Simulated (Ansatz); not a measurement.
# PN (phosphorus nitride): levels of theory compared

We compute a comparison of 6 runs (B2PLYP/STO-3G, BLYP/STO-3G, PBE/STO-3G, UPBE/STO-3G, revPBE/STO-3G, MP2/STO-3G) of PN (phosphorus nitride). 

Program for the calculation: Ansatz 0.2.0.

46 further runs of the same task are left out: 12 that didn't finish, 34 set aside as unsound or not needed.

### 1 Starting point

The species is PN (2 atoms), meant as a singlet with charge 0. As SMILES, `N#P`. The P2–N1 distance was set to 1.864 Å, away from the relaxed value.

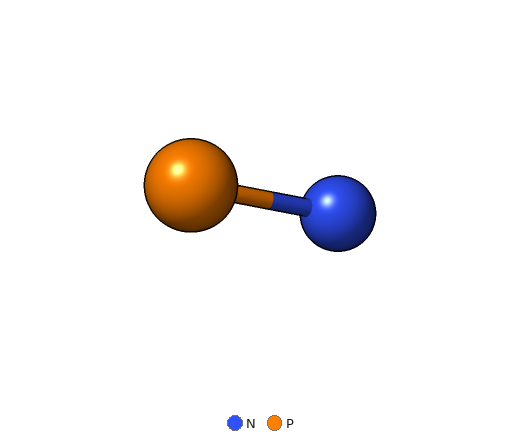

The structure, seen from a chosen angle (nitrogen blue, phosphorus orange).

### 2 The energy at B2PLYP/STO-3G (run 1)

The input, input.yaml:

```yaml
crystal:
  periodic: [false, false, false]
  atoms:
    - {symbol: N, position_ang: [0.000000, 0.000000, -0.372734]}
    - {symbol: P, position_ang: [0.000000, 0.000000, 1.490866]}
basis:
  gaussian:
    orbitals: STO-3G
hamiltonian:
  xc: {name: B2PLYP}
correlation:
  frozen_orbitals: {"N": 1, P: 5}
accuracy: high
```

Launch:

```console
ansatz run input.yaml --threads 1 --pin off --max-ram 2610MiB --events-out events.jsonl --progress --plain --runs-dir runs
```

Log:

```text
Warning: RAYON_NUM_THREADS=1 ignored (pool sized by the plan → 1); use --threads N
Functional definition: B2PLYP
  name "B2PLYP"
  parameter a = 0.53
  parameter c = 0.27
  exchange = (1 - a)*b88_x + a*exact_x
  correlation = (1 - c)*lyp_c + c*(mp2_os + mp2_ss)
224 factors; integrals over basis functions are off by at most 1.1e-8 eV
mean field evaluation 1: about -10628.2078 eV, gradient 6.3e1 eV
mean field evaluation 2: about -10628.1947 eV, gradient 6.3e1 eV
mean field evaluation 4: about -10622.4741 eV, gradient 7.1e1 eV
mean field evaluation 8: about -10641.9298 eV, gradient 1.8e-1 eV
mean field evaluation 16: about -10635.6078 eV, gradient 9.8e0 eV
mean field evaluation 32: about -10633.1655 eV, gradient 9.8e0 eV
mean field -10641.93021896 eV, -391.0837221874 hartree, gradient 1.0e-8 eV, S^2 0.000000; 2 other end points of the search recorded, 0 dependent functions left out; unrestricted orbitals would lower it
6 core orbitals not correlated: weight in the atoms' cores, before any rotation towards them, 1.000 or more for the frozen orbitals, at most 0.000 for the correlated occupied ones
reference -10641.93023094 eV, -391.0837226275 hartree; 5, 5 occupied and 3, 3 virtual orbitals, 224 factors
second order -14.00313819 eV of doubles, -0.00000000 eV of singles
Total energy: -10645.71107825 eV, -391.2226662035 hartree
```

It took 0.49 s on 1 thread of Intel Xeon 6975P-C (Granite Rapids), shared host.

### 3 The energy at BLYP/STO-3G (run 2)

The input, run.yaml:

```yaml
crystal:
  periodic: [false, false, false]
  atoms:
    - {symbol: "N", position_ang: [0.000000, 0.000000, -0.372734]}
    - {symbol: P, position_ang: [0.000000, 0.000000, 1.490866]}
basis:
  gaussian: {orbitals: STO-3G}
accuracy: high
hamiltonian: {xc: {name: BLYP}}
magnetization: {spin_polarized: false, initial_magnetization: 0}
```

Launch:

```console
ansatz run run.yaml --threads 1 --pin off --max-ram 2610MiB --events-out events.jsonl --progress --plain --runs-dir runs
```

Log:

```text
Warning: RAYON_NUM_THREADS=1 ignored (pool sized by the plan → 1); use --threads N
Functional definition: BLYP
  name "BLYP"
  parameter beta = 0.0042
  parameter a = 0.04918
  parameter b = 0.132
  parameter c = 0.2533
  parameter d = 0.349
  exchange = b88_x(beta = beta)
  correlation = lyp_c(a = a, b = b, c = c, d = d)
224 factors; integrals over basis functions are off by at most 1.1e-8 eV
mean field evaluation 1: about -10628.3621 eV, gradient 7.5e1 eV
mean field evaluation 2: about -10556.6644 eV, gradient 6.7e1 eV
mean field evaluation 4: about -10586.3676 eV, gradient 7.7e1 eV
mean field evaluation 8: about -10649.5539 eV, gradient 1.6e-1 eV
mean field -10649.55403097 eV, -391.3638921113 hartree, gradient 1.0e-8 eV, S^2 0.000000; 0 other end points of the search recorded, 0 dependent functions left out
reference -10649.55405643 eV, -391.3638930469 hartree; 11, 11 occupied and 3, 3 virtual orbitals, 224 factors
Total energy: -10649.55405643 eV, -391.3638930469 hartree
```

It took 0.32 s on 1 thread of Intel Xeon 6975P-C (Granite Rapids), shared host.

Run 3 isn't shown in full; the table further down has it.

### 4 A single-point energy at UPBE/STO-3G (run 4)

The input, job.yaml:

```yaml
crystal:
  periodic: [false, false, false]
  atoms:
    - symbol: "N"
      position_ang: [0.000000, 0.000000, -0.372734]
    - symbol: P
      position_ang: [0.000000, 0.000000, 1.490866]
basis:
  gaussian:
    orbitals: STO-3G
magnetization:
  spin_polarized: true
  initial_magnetization: 0
hamiltonian:
  xc: {name: PBE}
accuracy: high
```

Launch:

```console
ansatz run job.yaml --threads 1 --pin off --max-ram 2610MiB --events-out events.jsonl --progress --plain --runs-dir runs
```

Log:

```text
Warning: RAYON_NUM_THREADS=1 ignored (pool sized by the plan → 1); use --threads N
Functional definition: PBE
  name "PBE"
  parameter kappa = 0.804
  parameter beta = 0.06672455060314922
  exchange = pbe_x(kappa = kappa, mu = beta*pi^2/3)
  correlation = pbe_c(beta = beta)
224 factors; integrals over basis functions are off by at most 1.1e-8 eV
mean field evaluation 1: about -10624.4495 eV, gradient 5.2e1 eV
mean field evaluation 2: about -10552.6872 eV, gradient 4.8e1 eV
mean field evaluation 4: about -10582.4795 eV, gradient 5.5e1 eV
mean field evaluation 8: about -10644.4920 eV, gradient 1.1e-1 eV
mean field evaluation 16: about -10644.5100 eV, gradient 1.4e-1 eV
mean field evaluation 32: about -10644.3506 eV, gradient 1.3e0 eV
mean field -10644.51517671 eV, -391.1787176326 hartree, gradient 1.5e-8 eV, S^2 0.323743; 4 other end points of the search recorded, 0 dependent functions left out
reference -10644.51517781 eV, -391.1787176731 hartree; 11, 11 occupied and 3, 3 virtual orbitals, 224 factors
Total energy: -10644.51517781 eV, -391.1787176731 hartree
```

It took 0.89 s on 1 thread of Intel Xeon 6975P-C (Granite Rapids), shared host; peak memory 0.11 GiB.

Run 5 isn't shown in full; the table further down has it.

### 5 The energy at MP2/STO-3G (run 6)

The input, in.yaml:

```yaml
crystal:
  periodic: [false, false, false]
  atoms:
    - {symbol: "N", position_ang: [0.000000, 0.000000, -0.372734]}
    - {symbol: P, position_ang: [0.000000, 0.000000, 1.490866]}
basis:
  gaussian:
    orbitals: STO-3G
correlation:
  method: mp2
  frozen_orbitals: {"N": 1, P: 5}
accuracy: high
```

Launch:

```console
ansatz run in.yaml --threads 1 --pin off --max-ram 2610MiB --events-out events.jsonl --progress --plain --runs-dir runs
```

Log (excerpt; [...] marks lines left out):

```text
Warning: RAYON_NUM_THREADS=1 ignored (pool sized by the plan → 1); use --threads N
Functional definition: HF
  name "HF"
[...]
224 factors; integrals over basis functions are off by at most 1.1e-8 eV
[...]
mean field -10624.62037561 eV, -390.4475971773 hartree, gradient 8.3e-9 eV, S^2 0.000000; 8 other end points of the search recorded, 0 dependent functions left out; unrestricted orbitals would lower it
unrestricted determinant -10627.32449339 eV, -390.5469716729 hartree, S^2 1.6653
6 core orbitals not correlated: weight in the atoms' cores, before any rotation towards them, 1.000 or more for the frozen orbitals, at most 0.000 for the correlated occupied ones
reference -10624.62037561 eV, -390.4475971773 hartree; 5, 5 occupied and 3, 3 virtual orbitals, 224 factors
second order -3.33935222 eV of doubles, -0.00000000 eV of singles
Total energy: -10627.95972783 eV, -390.5703161077 hartree
```

It took 0.12 s on 1 thread of Intel Xeon 6975P-C (Granite Rapids), shared host.

### 6 The series

```
run          level  frozen core orbitals  energy (Eh)  wall time
  1  B2PLYP/STO-3G                     6  -391.222666     0.49 s
  2    BLYP/STO-3G                     –  -391.363893     0.32 s
  3     PBE/STO-3G                     –  -391.177871      0.3 s
  4    UPBE/STO-3G                     –  -391.178718     0.89 s
  5  revPBE/STO-3G                     –  -391.336764     0.28 s
  6     MP2/STO-3G                     6  -390.570316     0.12 s
```

### 7 What came out

| quantity | value |
| --- | --- |
| run 6: total energy | -390.57032 Eh |
| run 6: correlation energy (6 core orbitals frozen) | -122.7 mEh |

Totals of different functionals can't be ranked against each other. In runs 1, 6 the log says that unrestricted orbitals would lower the reference, so the values rest on an unstable closed-shell determinant (other closed-shell runs at this shape may share the fault). In runs 1, 2, 3, 4, 5, 6 the basis is minimal, so the values are rough. Spin contamination of the reference: run 4 ⟨S²⟩ = 0.32. All runs together took 2.4 s, the longest 0.89 s.
